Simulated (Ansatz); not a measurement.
**HF/6-311+G(d,p) run of SO2F2 (sulfuryl fluoride)**

What is the electronic atomisation energy of SO2F2 (sulfuryl fluoride) at HF/6-311+G**? 

Program for the calculation: Ansatz 0.2.0.

42 further runs of the same task are left out: 42 set aside as unsound or not needed.

**1. The structure to begin with**

SO2F2: 5 atoms, total charge 0, spin state singlet. As SMILES, `O=S(=O)(F)F`. The shape is that of a PBE0-D4/def2-TZVP optimisation.

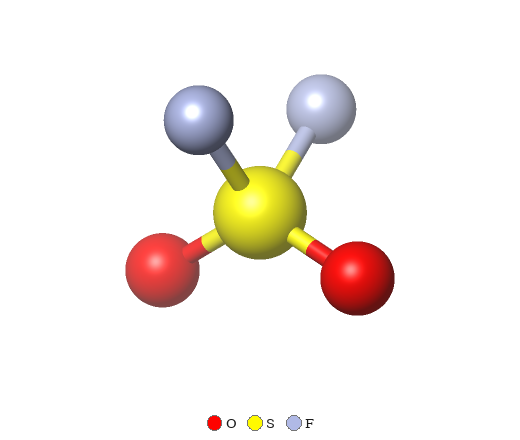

Viewed from a chosen angle; oxygen red, sulfur yellow, fluorine light blue.

**2. A single-point energy at HF/6-311+G(d,p)**

File input.yaml:

```yaml
basis:
  gaussian:
    orbitals: 6-311+G_st__st_-spherical.json
crystal:
  periodic: [false, false, false]
  atoms:
    - {symbol: O, position_ang: [-0.388200, -0.151100, 1.421700]}
    - {symbol: S, position_ang: [0.070900, -0.096900, 0.095900]}
    - {symbol: O, position_ang: [1.129600, -0.862200, -0.418700]}
    - {symbol: F, position_ang: [-1.140900, -0.267600, -0.837400]}
    - {symbol: F, position_ang: [0.328600, 1.377800, -0.261400]}
output: {orbitals: {seedname: orbitals}}
accuracy: high
magnetization:
  spin_polarized: false
  initial_magnetization: 0
hamiltonian:
  xc: hf
```

The basis set 6-311+G** is read from a file made from the Basis Set Exchange's data (not shown).

Started as:

```sh
$ ansatz run input.yaml --threads 1 --pin off --max-ram 3480MiB --events-out events.jsonl --progress --plain --runs-dir runs
```

What it wrote:

```text
Warning: RAYON_NUM_THREADS=1 ignored (pool sized by the plan → 1); use --threads N
Functional definition: HF
  name "HF"
  exchange = exact_x
  correlation = 0
2147 factors; integrals over basis functions are off by at most 4.1e-9 eV
mean field evaluation 1: about -20296.7758 eV, gradient 6.3e1 eV
mean field evaluation 2: about -20296.9015 eV, gradient 6.3e1 eV
mean field evaluation 4: about -20303.1983 eV, gradient 3.8e0 eV
mean field evaluation 8: about -20303.2365 eV, gradient 4.0e-1 eV
mean field evaluation 16: about -20303.2368 eV, gradient 1.1e-8 eV
mean field -20303.23676914 eV, -746.1301892377 hartree, gradient 1.1e-8 eV, S^2 0.000000; 0 other end points of the search recorded, 0 dependent functions left out
reference -20303.23676914 eV, -746.1301892377 hartree; 25, 25 occupied and 93, 93 virtual orbitals, 2147 factors
Total energy: -20303.23676914 eV, -746.1301892377 hartree
```

It took 3.6 s on 1 thread of Arm Neoverse V2, shared host; peak memory 0.35 GiB.

**3. The F atom at the same level**

File input.yaml:

```yaml
crystal:
  periodic: [false, false, false]
  atoms:
    - symbol: F
      position_ang: [0.000000, 0.000000, 0.000000]
basis:
  gaussian:
    orbitals: 6-311+G_st__st_.json
accuracy: high
hamiltonian:
  xc: hf
magnetization:
  spin_polarized: true
  initial_magnetization: 1
```

The basis set 6-311+G** is read from a file made from the Basis Set Exchange's data (not shown).

Run the same way, it converges to -99.39989 Eh (log not shown).

**4. The O atom at the same level**

File run.yaml:

```yaml
crystal:
  periodic: [false, false, false]
  atoms:
    - {symbol: O, position_ang: [0.000000, 0.000000, 0.000000]}
basis:
  gaussian:
    orbitals: 6-311+G_st__st_.json
magnetization:
  spin_polarized: true
  initial_magnetization: 2
hamiltonian:
  xc: hf
accuracy: high
```

The basis set 6-311+G** is read from a file made from the Basis Set Exchange's data (not shown).

Started as:

```sh
$ ansatz run run.yaml --threads 1 --pin off --max-ram 3480MiB --events-out events.jsonl --progress --plain --runs-dir runs
```

What it wrote:

```text
Warning: RAYON_NUM_THREADS=1 ignored (pool sized by the plan → 1); use --threads N
[... 4 set-up lines as earlier in the session ...]
174 factors; integrals over basis functions are off by at most 3.4e-9 eV
mean field evaluation 1: about -2035.3136 eV, gradient 7.7e0 eV
mean field evaluation 2: about -2035.3156 eV, gradient 7.7e0 eV
mean field evaluation 4: about -2035.6043 eV, gradient 8.4e-1 eV
mean field evaluation 8: about -2035.6130 eV, gradient 1.1e-4 eV
mean field evaluation 16: about -2035.5808 eV, gradient 1.4e0 eV
mean field evaluation 32: about -2035.6129 eV, gradient 9.2e-2 eV
mean field -2035.61295862 eV, -74.8073964413 hartree, gradient 2.0e-8 eV, S^2 2.007610; 0 other end points of the search recorded, 0 dependent functions left out
reference -2035.61295862 eV, -74.8073964413 hartree; 5, 3 occupied and 17, 19 virtual orbitals, 174 factors
Total energy: -2035.61295862 eV, -74.8073964413 hartree
```

Run time: 0.06 s. Hardware: 1 thread of Arm Neoverse V2, shared host.

**5. The S atom**

File molecule.yaml:

```yaml
basis:
  gaussian: {orbitals: 6-311+G_st__st_-spherical.json}
crystal:
  periodic: [false, false, false]
  atoms:
    - symbol: S
      position_ang: [0.000000, 0.000000, 0.000000]
magnetization: {spin_polarized: true, initial_magnetization: 2}
hamiltonian: {xc: hf}
accuracy: high
```

The basis set 6-311+G** is read from a file made from the Basis Set Exchange's data (not shown).

Run the same way, it converges to -397.49968 Eh (log not shown).

**6. Summary of results**

Level: HF/6-311+G**.

| quantity | value |
| --- | --- |
| molecule: total energy | -746.13019 Eh |
| molecule: HOMO energy | -15.24 eV |
| molecule: LUMO energy | 1.68 eV |
| molecule: HOMO–LUMO gap | 16.92 eV |
| F atom: total energy | -99.39989 Eh |
| F atom: ⟨S²⟩ | 0.753 |
| O atom: total energy | -74.80740 Eh |
| O atom: ⟨S²⟩ | 2.008 |
| S atom: total energy | -397.49968 Eh |
| S atom: ⟨S²⟩ | 2.006 |
| electronic atomisation energy | 5.876 eV |

What this shows: Taking the molecule apart into free atoms costs 5.88 eV (135 kcal/mol), before zero-point energy and without spin-orbit coupling. Hartree–Fock lacks the correlation of the bonding pairs, which as a rule makes this value much too low; in minimal bases other errors can mask that.
